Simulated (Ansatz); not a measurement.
C₂H₇Al···HF

The calculation's input:

```
crystal:
  periodic: [false, false, false]
  atoms:
    - { symbol: Al, position_ang: [0.0, 0.0, 0.0] }
    - { symbol: H, position_ang: [0.0, 0.0, 1.91] }
    - { symbol: C, position_ang: [1.706, 0.0, -0.985] }
    - { symbol: H, position_ang: [2.0356, -1.0462, -1.1552] }
    - { symbol: H, position_ang: [1.5695, 0.508, -1.9624] }
    - { symbol: H, position_ang: [2.4756, 0.5381, -0.3932] }
    - { symbol: C, position_ang: [-1.706, 0.0, -0.985] }
    - { symbol: H, position_ang: [-2.2662, -0.9305, -0.7558] }
    - { symbol: H, position_ang: [-2.3102, 0.8797, -0.6796] }
    - { symbol: H, position_ang: [-1.5043, 0.0508, -2.0753] }
    - { symbol: F, position_ang: [0.0892, 1.8864, 0.6275] }
    - { symbol: H, position_ang: [0.0478, 1.0118, 1.7645] }
basis:
  gaussian: { orbitals: def2-SVP }
hamiltonian:
  xc: pbe
  dispersion: d4
relax:
  f_tol: 0.15
  max_steps: 25
  restrain:
    - { distance: [0, 10], at: 2.89, k: 30.0 }
    - { distance: [11, 1], at: 1.86, k: 30.0 }
    - { distance: [0, 1], at: 1.56, k: 30.0 }
    - { distance: [11, 10], at: 0.92, k: 30.0 }
output:
  orbitals: {}
```

Run with:

```sh
ansatz run input.yaml --threads 2 --pin off --max-ram 3072MiB --backend cpu --events-out ev --progress --plain --runs-dir out
```

The fields are those of the run's last geometry, not of the input's.

Not at a stationary point (largest force 0.7 eV/Å).

These are results of Ansatz, RKS PBE-D4/def2-SVP, not measurements.

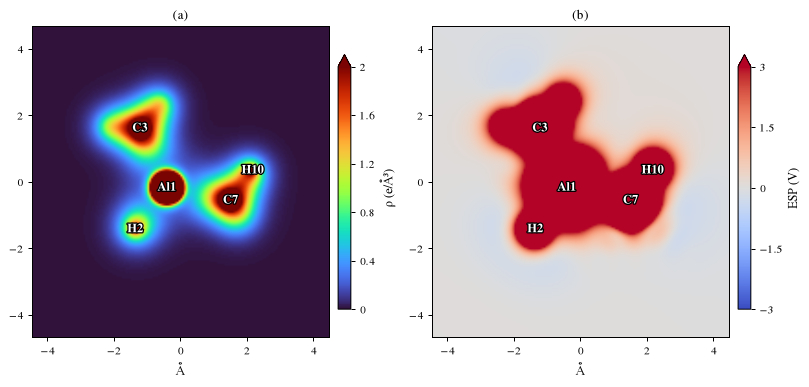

Figure 1. (a) electron density; (b) electrostatic potential on the plane of atoms H2, Al1 and C7.

**What do the fields say about this system?**

The plane passes through Al, H and C nuclei.
C–Al (1.96 Å): the density is about 0.71 e/Å³ at the midpoint.
C–H (1.11 Å): ρ at the midpoint is about 1.8 e/Å³.
Al–H (1.58 Å): ρ is about 0.51 e/Å³ halfway.
Outside the dense part of the complex the potential is most negative (−0.3 V) near C7.

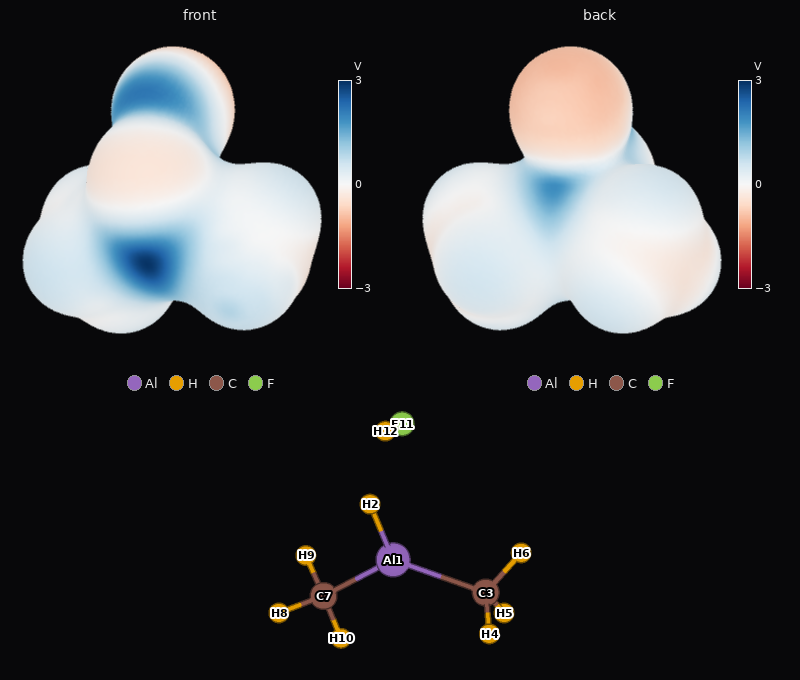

Figure 2. The molecular electrostatic potential painted on the density surface at 0.002 e/bohr³, seen from the front and from behind; red is negative and blue positive. The bare structure is drawn below in the same view.

**Where is the surface potential most negative and most positive?**

The most negative region (about −0.9 V) lies over F11, the most positive (about +2.7 V) over Al1.

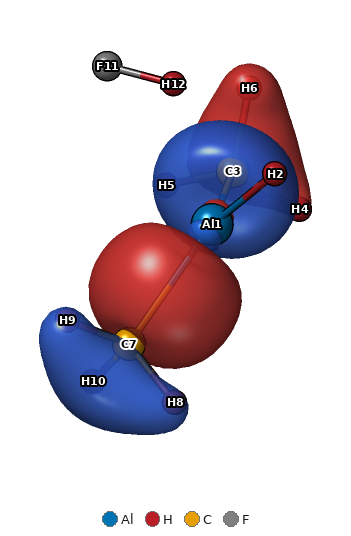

Figure 3. One frontier orbital at ±0.15 Å⁻³ᐟ² (blue and red are the two phases), seen at an oblique angle.

**Which orbital is it: HOMO or LUMO?**

The HOMO, at −6.53 eV. It lies mainly on C7 (about 30 %), C3 (about 30 %) and Al1 (about 20 %).
